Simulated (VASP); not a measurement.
Band structure of KF (space group Fm-3m). All values below come from PBE GGA, VASP's PBE PAW potentials (set 64) (plane waves; VASP 6.6.1).

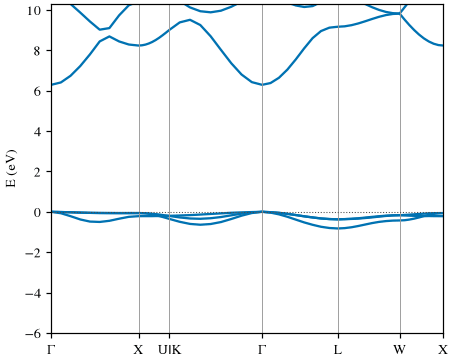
Figure. Bands along high-symmetry lines, zero at the valence-band maximum or, without a gap, the Fermi level

Task: Read the plot: is there a gap, and where are the band edges?

Result: The gap is direct, 6.29 eV, from the valence maximum at Γ to the conduction minimum at Γ.

The structure comes from a computed database's KF entry; how it stands against other phases isn't given here. The cell was not relaxed at this level.
